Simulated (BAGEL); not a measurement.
**C2H5BClF (SMILES BC(F)CCl): a chain of runs**

We compute a single-point energy (HF/cc-pVDZ), then the energy (NEVPT2(2,2)/cc-pVDZ) of C2H5BClF. 

The results are computed with BAGEL 1.2.2.

## 1. Starting point

C2H5BClF: 10 atoms, total charge 0, spin state singlet. As SMILES, `BC(F)CCl`. One bond was lengthened or shortened from a relaxed shape.

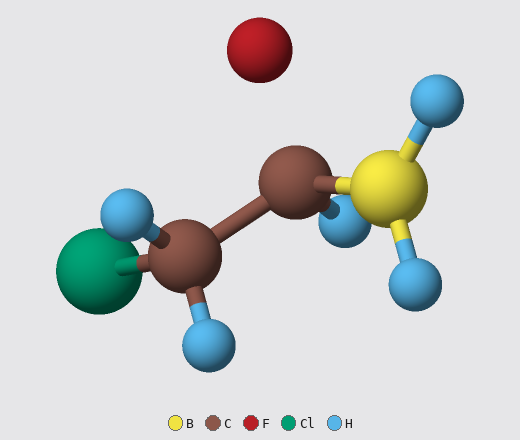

The structure, seen from a chosen angle (boron yellow, carbon brown, fluorine red, chlorine teal, hydrogen blue).

## 2. The energy at HF/cc-pVDZ (density fitting with svp-jkfit) (run 1)

Contents of input.json:

```json
{ "bagel": [

{
  "title": "molecule",
  "basis": "cc-pvdz.json",
  "df_basis": "svp-jkfit",
  "angstrom": true,
  "geometry": [
    { "atom": "B", "xyz": [      -1.360422,      -0.624155,      -0.462667 ] },
    { "atom": "C", "xyz": [       0.127678,      -0.409255,      -0.054967 ] },
    { "atom": "F", "xyz": [       0.520300,      -1.080300,       1.336000 ] },
    { "atom": "C", "xyz": [       0.604078,       1.022445,      -0.081467 ] },
    { "atom": "Cl", "xyz": [       2.377478,       1.155345,       0.024833 ] },
    { "atom": "H", "xyz": [      -2.061522,      -1.363255,       0.155433 ] },
    { "atom": "H", "xyz": [      -1.758622,      -0.084755,      -1.452067 ] },
    { "atom": "H", "xyz": [       0.677278,      -0.958655,      -0.846567 ] },
    { "atom": "H", "xyz": [       0.197278,       1.579345,       0.762233 ] },
    { "atom": "H", "xyz": [       0.298578,       1.500345,      -1.011167 ] }
  ]
},

{ "title": "hf" },

{ "title": "print", "file": "orbitals.molden", "orbitals": true }

]}
```

The basis set cc-pVDZ is read from a file made from the Basis Set Exchange's data (not shown).

The run is started by

```bash
$ BAGEL_NUM_THREADS=1 BAGEL input.json > input.out
```

Standard output:

```text
* using 1 threads per process

  ===============================================================
  ===============================================================

  *** Geometry ***

  { "atom" : "B", "xyz" : [     -2.570825,     -1.179482,     -0.874314 ] },
  { "atom" : "C", "xyz" : [      0.241276,     -0.773380,     -0.103873 ] },
  { "atom" : "F", "xyz" : [      0.983225,     -2.041471,      2.524674 ] },
  { "atom" : "C", "xyz" : [      1.141542,      1.932141,     -0.153950 ] },
  { "atom" : "Cl", "xyz" : [      4.492782,      2.183286,      0.046928 ] },
  { "atom" : "H", "xyz" : [     -3.895712,     -2.576179,      0.293726 ] },
  { "atom" : "H", "xyz" : [     -3.323314,     -0.160164,     -2.744009 ] },
  { "atom" : "H", "xyz" : [      1.279870,     -1.811595,     -1.599780 ] },
  { "atom" : "H", "xyz" : [      0.372801,      2.984530,      1.440412 ] },
  { "atom" : "H", "xyz" : [      0.564231,      2.835241,     -1.910829 ] },

  Number of auxiliary basis functions:      520

  Since a DF basis is specified, we compute 2- and 3-index integrals:
    o Being stored without compression. Storage requirement is 0.041 GB

  Number of basis functions:       99
  Number of electrons      :       48

    * METHOD: MOLECULE                             0.35

  *** RHF ***

  === Nuclear Repulsion ===
   203.3711953458

      * DIIS with orbital gradients will be used.

  === RHF iteration (cc-pvdz.json) ===
      0       -662.04989281          0.01139964           0.10
      1       -662.17643129          0.00709010           0.09
      2       -662.22523683          0.00174617           0.09
      3       -662.22893360          0.00038830           0.09
      4       -662.22906929          0.00009685           0.09
      5       -662.22908353          0.00003472           0.09
      6       -662.22908566          0.00001189           0.09
      7       -662.22908592          0.00000501           0.09
      8       -662.22908595          0.00000201           0.09
      9       -662.22908596          0.00000085           0.09
     10       -662.22908596          0.00000029           0.09
     11       -662.22908596          0.00000012           0.09
     12       -662.22908596          0.00000006           0.09
     13       -662.22908596          0.00000002           0.09
     14       -662.22908596          0.00000001           0.09
     15       -662.22908596          0.00000001           0.09
    * SCF iteration converged.

    * Permanent dipole moment:
           (    1.023890,    -0.429647,     1.040053) a.u.

    * METHOD: HF                                   1.68

    * METHOD: PRINT                                0.03

  ===============================================================
```

Run time: 2.2 s. Hardware: 1 thread of Arm Neoverse V1, shared host.

## 3. A single-point energy at NEVPT2(2,2)/cc-pVDZ (density fitting with svp-jkfit) (run 2)

Contents of calc.json:

```json
{ "bagel": [

{
  "title": "molecule",
  "basis": "cc-pvdz.json",
  "df_basis": "svp-jkfit",
  "angstrom": "true",
  "geometry": [
    { "atom": "B", "xyz": [      -1.360422,      -0.624155,      -0.462667 ] },
    { "atom": "C", "xyz": [       0.127678,      -0.409255,      -0.054967 ] },
    { "atom": "F", "xyz": [       0.520300,      -1.080300,       1.336000 ] },
    { "atom": "C", "xyz": [       0.604078,       1.022445,      -0.081467 ] },
    { "atom": "Cl", "xyz": [       2.377478,       1.155345,       0.024833 ] },
    { "atom": "H", "xyz": [      -2.061522,      -1.363255,       0.155433 ] },
    { "atom": "H", "xyz": [      -1.758622,      -0.084755,      -1.452067 ] },
    { "atom": "H", "xyz": [       0.677278,      -0.958655,      -0.846567 ] },
    { "atom": "H", "xyz": [       0.197278,       1.579345,       0.762233 ] },
    { "atom": "H", "xyz": [       0.298578,       1.500345,      -1.011167 ] }
  ]
},

{ "title": "hf" },

{ "title": "casscf", "nstate": 1, "nact": 2, "nclosed": 23, "active": [10, 27], "maxiter": 200, "natocc": "true" },

{ "title": "nevpt2", "nstate": 1, "nact": 2, "nclosed": 23, "active": [10, 27], "maxiter": 200, "natocc": "true", "ncore": 9 },

{ "title": "print", "file": "orbitals.molden", "orbitals": "true" }

]}
```

The basis set cc-pVDZ is read from a file made from the Basis Set Exchange's data (not shown).

The run is started by

```bash
$ BAGEL_NUM_THREADS=1 BAGEL calc.json > calc.out
```

Standard output:

```text
* using 1 threads per process

  ===============================================================
  ===============================================================

  *** Geometry ***

  { "atom" : "B", "xyz" : [     -2.570825,     -1.179482,     -0.874314 ] },
  { "atom" : "C", "xyz" : [      0.241276,     -0.773380,     -0.103873 ] },
  { "atom" : "F", "xyz" : [      0.983225,     -2.041471,      2.524674 ] },
  { "atom" : "C", "xyz" : [      1.141542,      1.932141,     -0.153950 ] },
  { "atom" : "Cl", "xyz" : [      4.492782,      2.183286,      0.046928 ] },
  { "atom" : "H", "xyz" : [     -3.895712,     -2.576179,      0.293726 ] },
  { "atom" : "H", "xyz" : [     -3.323314,     -0.160164,     -2.744009 ] },
  { "atom" : "H", "xyz" : [      1.279870,     -1.811595,     -1.599780 ] },
  { "atom" : "H", "xyz" : [      0.372801,      2.984530,      1.440412 ] },
  { "atom" : "H", "xyz" : [      0.564231,      2.835241,     -1.910829 ] },

  Number of auxiliary basis functions:      520

  Since a DF basis is specified, we compute 2- and 3-index integrals:
    o Being stored without compression. Storage requirement is 0.041 GB

  Number of basis functions:       99
  Number of electrons      :       48

    * METHOD: MOLECULE                             0.32

  *** RHF ***

  === Nuclear Repulsion ===
   203.3711953458

      * DIIS with orbital gradients will be used.

  === RHF iteration (cc-pvdz.json) ===
      0       -662.04989281          0.01139964           0.09
      1       -662.17643129          0.00709010           0.09
      2       -662.22523683          0.00174617           0.09
      3       -662.22893360          0.00038830           0.09
      4       -662.22906929          0.00009685           0.09
      5       -662.22908353          0.00003472           0.09
      6       -662.22908566          0.00001189           0.09
      7       -662.22908592          0.00000501           0.09
      8       -662.22908595          0.00000201           0.09
      9       -662.22908596          0.00000085           0.09
     10       -662.22908596          0.00000029           0.09
     11       -662.22908596          0.00000012           0.09
     12       -662.22908596          0.00000006           0.09
     13       -662.22908596          0.00000002           0.09
     14       -662.22908596          0.00000001           0.09
     15       -662.22908596          0.00000001           0.09
    * SCF iteration converged.

    * Permanent dipole moment:
           (    1.023890,    -0.429647,     1.040053) a.u.

    * METHOD: HF                                   1.63

  ---------------------------
      CASSCF calculation
  ---------------------------

    ==== Active orbitals : =====
         Orbital 10
         Orbital 27
    ============================

    * nstate   :      1
    * nclosed  :     23
    * nact     :      2
    * nvirt    :     74
  === CASSCF iteration (cc-pvdz.json) ===

    * Using the second-order algorithm

      0  0      -662.22931246     5.38e-05      0.03

      1  0      -662.23613102     7.97e-04      0.43

      2  0      -662.25238128     1.09e-03      0.54

      3  0      -662.26062522     1.13e-03      0.61

      4  0      -662.26187792     7.85e-04      0.62

      5  0      -662.26205239     3.98e-04      0.64

      6  0      -662.26208454     1.83e-04      0.65

      7  0      -662.26209082     8.14e-05      0.63

      8  0      -662.26209204     3.60e-05      0.64

      9  0      -662.26209228     1.59e-05      0.63

     10  0      -662.26209233     7.01e-06      0.65

     11  0      -662.26209234     3.09e-06      0.63

     12  0      -662.26209234     1.36e-06      0.64

     13  0      -662.26209234     6.00e-07      0.60

     14  0      -662.26209234     2.64e-07      0.58

     15  0      -662.26209234     1.16e-07      0.54

     16  0      -662.26209234     5.13e-08      0.52

     17  0      -662.26209234     2.26e-08      0.44

     18  0      -662.26209234     9.97e-09      0.43

    * Second-order optimization converged. *

     guess   0:   closed 1.                   open ..

  === FCI iteration ===

      0  0      -662.22732565     1.12e-01      0.00
      1  0      -662.26139279     1.25e-02      0.00
      2  0 *    -662.26209234     2.82e-16      0.00

     * ci vector, state   0, <S^2> = 0.0000
       2.     0.9880164347
       .2    -0.1543487113

    * METHOD: CASSCF                              10.66

    * freezing 9 orbitals

  === DF-NEVPT2 calculation ===

    * 3-index integral transformation done
    * assembly done

      NEVPT2 correlation energy:   -0.6491430649      0.32

          (+0)     -0.5269167476
          (+0)'    -0.0526888876
          (+1)     -0.0152462916
          (+1)'    -0.0000000000
          (+2)     -0.0011174285
          (-1)     -0.0486310588
          (-1)'     0.0000000000
          (-2)     -0.0045426507

      NEVPT2 total energy:       -662.9112354058

    * METHOD: NEVPT2                               0.50

    * METHOD: PRINT                                0.03

  ===============================================================
```

Run time: 14 s. Hardware: 1 thread of Arm Neoverse V1, shared host.

## 4. Summary of results

| quantity | value |
| --- | --- |
| run 1, HF/cc-pVDZ: total energy | -662.22909 Eh |
| run 1, HF/cc-pVDZ: dipole moment | 3.87 D |
| run 1, HF/cc-pVDZ: HOMO energy | -11.99 eV |
| run 1, HF/cc-pVDZ: LUMO energy | 1.47 eV |
| run 1, HF/cc-pVDZ: HOMO–LUMO gap | 13.46 eV |
| run 2, NEVPT2(2,2)/cc-pVDZ: total energy | -662.91124 Eh |
